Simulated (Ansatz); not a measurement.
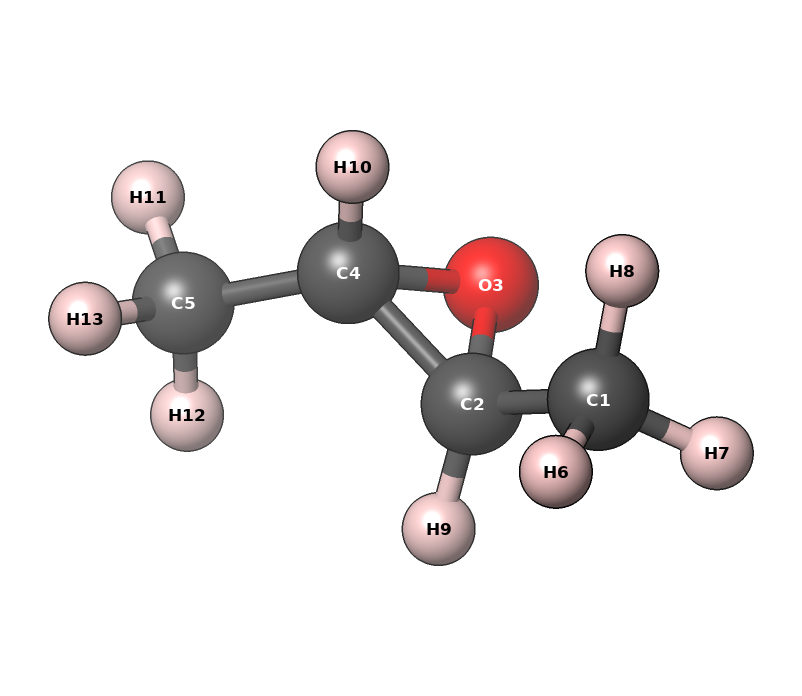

Atoms fade into the background with distance from the viewer. The computed structure is the end point of a PBE-D4/def2-SVP optimisation. No frequency run is at hand to confirm it as a minimum.

### Find the stereocentres and stereogenic double bonds.

Centres: C2, C4.

### Assign CIP descriptors.

C2: S (priorities O3 > C4 > C1 > H9); C4: S (priorities O3 > C2 > C5 > H10).

### Write the isomeric SMILES.

C[C@@H]1O[C@H]1C
